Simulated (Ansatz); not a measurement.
**One shape, several levels: BH3O (BH2(OH))**

We compute a comparison of 6 runs (UHF/STO-3G, PBE0/STO-3G, r2SCAN0/STO-3G, wB97M-V/STO-3G, wB97X/STO-3G, CCSD(T)/STO-3G) of BH3O (BH2(OH)). 

Program for the calculation: Ansatz 0.2.0.

45 further runs of the same task are left out: 1 that didn't finish, 44 set aside as unsound or not needed.

## Step 1: The structure to begin with

The species is BH3O (5 atoms), meant as a singlet with charge 0. SMILES: `[H]B([H])O`. The O4–B1 distance was set to 1.657 Å, away from the relaxed value.

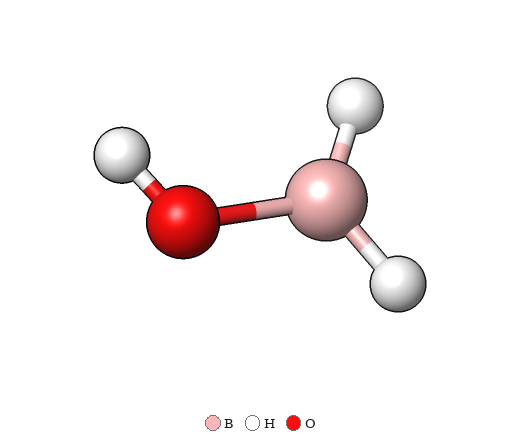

Viewed from a chosen angle; boron pink, hydrogen white, oxygen red.

## Step 2: A single-point energy at UHF/STO-3G (run 1)

in.yaml

```yaml
crystal:
  periodic: [false, false, false]
  atoms:
    - {symbol: B, position_ang: [0.378564, 0.607766, -0.179245]}
    - {symbol: H, position_ang: [1.511144, 0.695326, -0.466355]}
    - {symbol: H, position_ang: [-0.325316, 1.556646, -0.151445]}
    - {symbol: O, position_ang: [-0.159420, -0.918700, 0.174490]}
    - {symbol: H, position_ang: [-1.082200, -1.025180, 0.410320]}
basis:
  gaussian:
    orbitals: STO-3G
magnetization:
  spin_polarized: true
hamiltonian:
  xc: hf
accuracy: high
```

The run is started by

```console
$ ansatz run in.yaml --threads 1 --pin off --max-ram 2610MiB --events-out events.jsonl --progress --plain --runs-dir runs
```

The program printed:

```text
Warning: RAYON_NUM_THREADS=1 ignored (pool sized by the plan → 1); use --threads N
Functional definition: HF
  name "HF"
  exchange = exact_x
  correlation = 0
207 factors; integrals over basis functions are off by at most 2.3e-8 eV
mean field evaluation 1: about -2716.3633 eV, gradient 1.7e1 eV
mean field evaluation 2: about -2716.3949 eV, gradient 1.7e1 eV
mean field evaluation 4: about -2718.7315 eV, gradient 1.3e0 eV
mean field evaluation 8: about -2718.7527 eV, gradient 3.2e-2 eV
mean field -2718.75275357 eV, -99.9123208570 hartree, gradient 2.7e-8 eV, S^2 0.000000; 0 other end points of the search recorded, 0 dependent functions left out
reference -2718.75275357 eV, -99.9123208570 hartree; 8, 8 occupied and 5, 5 virtual orbitals, 207 factors
Total energy: -2718.75275357 eV, -99.9123208570 hartree
```

Wall time 0.08 s (1 thread of Arm Neoverse V1, shared host).

## Step 3: A single-point energy at PBE0/STO-3G (run 2)

run.yaml

```yaml
crystal:
  periodic: [false, false, false]
  atoms:
    - {symbol: B, position_ang: [0.378564, 0.607766, -0.179245]}
    - {symbol: H, position_ang: [1.511144, 0.695326, -0.466355]}
    - {symbol: H, position_ang: [-0.325316, 1.556646, -0.151445]}
    - {symbol: O, position_ang: [-0.159420, -0.918700, 0.174490]}
    - {symbol: H, position_ang: [-1.082200, -1.025180, 0.410320]}
basis:
  gaussian:
    orbitals: STO-3G
hamiltonian:
  xc: {name: PBE0}
accuracy: high
```

The run is started by

```console
$ ansatz run run.yaml --threads 1 --pin off --max-ram 2610MiB --events-out events.jsonl --progress --plain --runs-dir runs
```

The program printed:

```text
Warning: RAYON_NUM_THREADS=1 ignored (pool sized by the plan → 1); use --threads N
Functional definition: PBE0
  name "PBE0"
  parameter a = 0.25
  parameter kappa = 0.804
  parameter beta = 0.06672455060314922
  exchange = (1 - a)*pbe_x(kappa = kappa, mu = beta*pi^2/3) + a*exact_x
  correlation = pbe_c(beta = beta)
207 factors; integrals over basis functions are off by at most 2.3e-8 eV
mean field evaluation 1: about -2729.8894 eV, gradient 1.8e1 eV
mean field evaluation 2: about -2723.2651 eV, gradient 5.4e1 eV
mean field evaluation 4: about -2731.0508 eV, gradient 3.6e-1 eV
mean field evaluation 8: about -2731.0068 eV, gradient 2.1e-3 eV
mean field evaluation 16: about -2731.0068 eV, gradient 2.8e-8 eV
mean field -2731.00680158 eV, -100.3626488153 hartree, gradient 2.8e-8 eV, S^2 0.000000; 0 other end points of the search recorded, 0 dependent functions left out
reference -2731.00680287 eV, -100.3626488627 hartree; 8, 8 occupied and 5, 5 virtual orbitals, 207 factors
Total energy: -2731.00680287 eV, -100.3626488627 hartree
```

Run time: 0.68 s. Hardware: 1 thread of Arm Neoverse V1, shared host.

Runs 3 to 5 aren't shown in full; the table further down has their settings and results.

## Step 4: The energy at CCSD(T)/STO-3G (run 6)

input.yaml

```yaml
crystal:
  periodic: [false, false, false]
  atoms:
    - {symbol: B, position_ang: [0.378564, 0.607766, -0.179245]}
    - {symbol: H, position_ang: [1.511144, 0.695326, -0.466355]}
    - {symbol: H, position_ang: [-0.325316, 1.556646, -0.151445]}
    - {symbol: O, position_ang: [-0.159420, -0.918700, 0.174490]}
    - {symbol: H, position_ang: [-1.082200, -1.025180, 0.410320]}
basis:
  gaussian:
    orbitals: STO-3G
scf:
  omitted_lower_state_checks: [cluster_reference, increment]
correlation:
  method: ccsd_t
  frozen_orbitals: {B: 1, H: 0, O: 1}
accuracy: high
```

The run is started by

```console
$ ansatz run input.yaml --threads 1 --pin off --max-ram 2610MiB --events-out events.jsonl --progress --plain --runs-dir runs
```

The program printed, shortened:

```text
Warning: RAYON_NUM_THREADS=1 ignored (pool sized by the plan → 1); use --threads N
[... 2 set-up lines as earlier in the session ...]
[...]
207 factors; integrals over basis functions are off by at most 2.3e-8 eV
[...]
mean field -2718.75275357 eV, -99.9123208570 hartree, gradient 2.6e-8 eV, S^2 0.000000; 0 other end points of the search recorded, 0 dependent functions left out
2 core orbitals not correlated: weight in the atoms' cores, before any rotation towards them, 1.000 or more for the frozen orbitals, at most 0.000 for the correlated occupied ones
reference -2718.75275357 eV, -99.9123208570 hartree; 6, 6 occupied and 5, 5 virtual orbitals, 207 factors
second order -2.29197756 eV of doubles, -0.00000000 eV of singles
cycle   1  -2.65467316 eV  change   -3.6e-1 eV  update   1.0e-1
[...]
cycle  21  -3.04301348 eV  change  -7.1e-10 eV  update  6.8e-10
perturbative correction -0.14462782 eV, -0.0053149744 hartree
Total energy: -2721.94039487 eV, -100.0294645141 hartree
Checks for a lower state left out: cluster_reference, increment
```

It took 0.1 s on 1 thread of Arm Neoverse V1, shared host.

## Step 5: The series

```tsv
run	level	frozen core orbitals	energy (Eh)	wall time
1	UHF/STO-3G	–	-99.912321	0.08 s
2	PBE0/STO-3G	–	-100.362649	0.68 s
3	r2SCAN0/STO-3G	–	-100.416226	1.6 s
4	wB97M-V/STO-3G	–	-100.456880	11 s
5	wB97X/STO-3G	–	-100.454713	3.3 s
6	CCSD(T)/STO-3G	2	-100.029465	0.1 s
```

## Step 6: What came out

| quantity | value |
| --- | --- |
| run 6: total energy | -100.02946 Eh |
| run 6: correlation energy (2 core orbitals frozen) | -117.1 mEh |
| run 6: (T) correction | -5.31 mEh |
| run 6: T1 diagnostic | 0.037 |

What this shows: Totals of different functionals can't be ranked against each other. In run 6 the T1 diagnostic is large, so a single reference may not serve. In runs 1, 2, 3, 4, 5, 6 the basis is minimal, so the values are rough. All runs together took 17 s, the longest 11 s.
